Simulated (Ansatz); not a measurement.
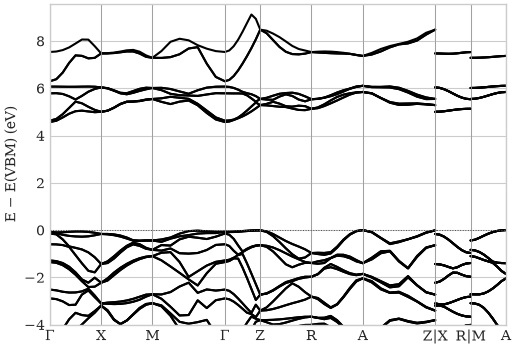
Figure: Band structure from plane-wave PAW PBEsol with spin–orbit coupling (Ansatz code)

Read off the gap and where the band edges lie.

About 4.6 eV (4.57 eV by a search for the band edges); maximum at A, minimum at Γ.

The material is HfO₂ in space group P4_2/nmc (No. 137; Hf on 2a, O on 4d).

This is a known high-temperature phase of the composition, computed here at zero pressure and temperature. The PBEsol relaxation kept the symmetry of its start; whether a distortion lowers the energy is not shown. The run is not spin-polarised.

Potentials: the earlier of the program's two PAW sets. The files were generated under PBE; for other functionals the program regenerates the frozen cores, and for LDA and PBEsol the local potential too.
